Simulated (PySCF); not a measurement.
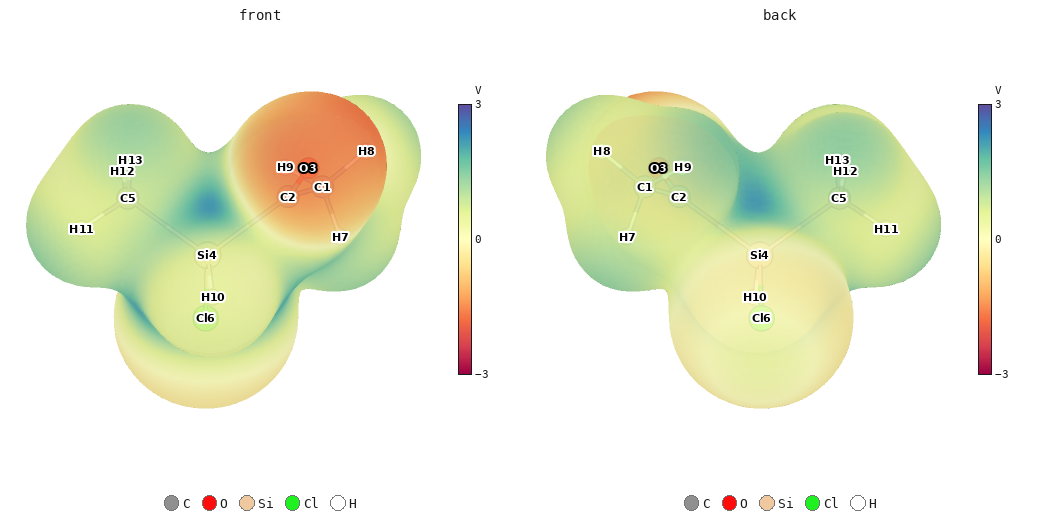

*C$_{3}$H$_{7}$ClOSi. The electrostatic potential painted on the density surface at 0.004 e/bohr³, seen from the front and from behind; the colour scale runs from red (negative) to blue (positive).*

Geometry: GFN2-xTB.

Computed with PBE0/pcSseg-1, SCF density, gas phase, non-relativistic in PySCF.

```xyz
13

C    -1.9766   -0.4423   -0.4755
C    -1.0237   -0.0006    0.6006
O    -1.2334   -0.2070    1.7741
Si    0.6108    0.8983    0.0820
C     2.0245   -0.3695    0.1110
Cl    0.3908    1.6320   -1.7977
H    -2.3115    0.4307   -1.0323
H    -2.8317   -0.9627   -0.0502
H    -1.4528   -1.0931   -1.1732
H     0.8422    2.0060    1.0044
H     2.9804    0.1084   -0.0867
H     1.8867   -1.1459   -0.6386
H     2.0899   -0.8537    1.0806
```

Question: Which sites attract a positive test charge, and which a negative one?

Answer: A positive charge is drawn to the negative regions and a negative charge to the positive ones. The most negative region (about −1.7 V) lies over O3, the most positive (about +2.1 V) over Si4. O3 is the likeliest acceptor of a hydrogen bond.

Question: What dipole moment does the calculation give?

Answer: Its dipole moment is 1.62 D.
